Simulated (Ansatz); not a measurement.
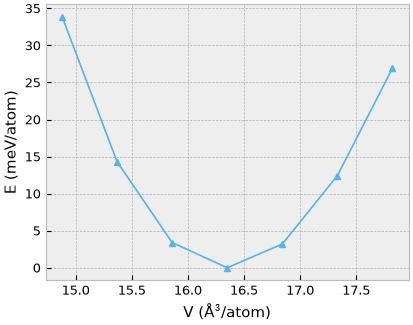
Figure. SnO in space group P-6m2 (No. 187; Sn on 1a, O on 1f) under volume change, PBE in the plane-wave PAW code Ansatz, shape and atoms relaxed at each volume.

Question: What does a third-order Birch–Murnaghan fit give for V₀, B₀ and B′?

Answer: V₀ = 16.35 Å³/atom, B₀ = 72.4 GPa, B′ = 3.1.

A made-up cell: these elements were put on the sites of a structure type; neither database checked (COD, Materials Project) lists it. It is not the phase usual at ambient conditions (space group No. 129). The cell was relaxed with PBE under the symmetry of its start; whether a distortion lowers the energy is not shown. Scalar-relativistic: spin–orbit coupling is off unless named, which matters more the heavier the elements.

Potentials: the later of the program's two PAW sets.
